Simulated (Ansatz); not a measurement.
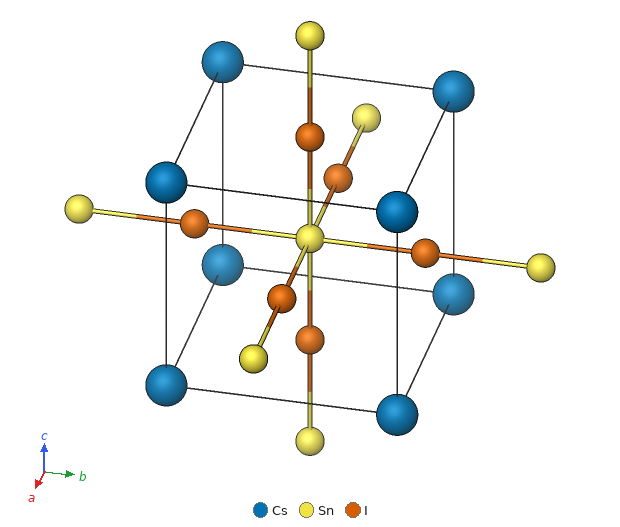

CsSnI3 (space group Pm-3m, No. 221). Coordinates: a calculation's input that goes back to an entry of the Crystallography Open Database (an earlier step may have relaxed or displaced it).

Bonds are taken as I–Sn below 3.5 Å; Cs is left out of the net, as the electropositive filling of the structure; no other contact counts. Simplification: prune 0- and 1-connected atoms, fold 2-connected ones into links.

Question: What kind of net remains, and which atoms are its nodes?

Answer: A uninodal 6-connected, three-periodic net: Sn is a 6-connected node. I becomes part of the edges.

Question: Name the underlying net.

Answer: It is the pcu net, known from NaCl, ReO3 and the B-X framework of perovskite.

Question: Is the net interpenetrated?

Answer: It is a single net, without interpenetration.

Question: Give the first six terms of the coordination sequence (nodes one, two, three … edges away).

Answer: Sn: 6, 18, 38, 66, 102, 146.

Question: Give the point symbol of each node (shortest cycle at each angle).

Answer: Sn: 4¹²·6³.
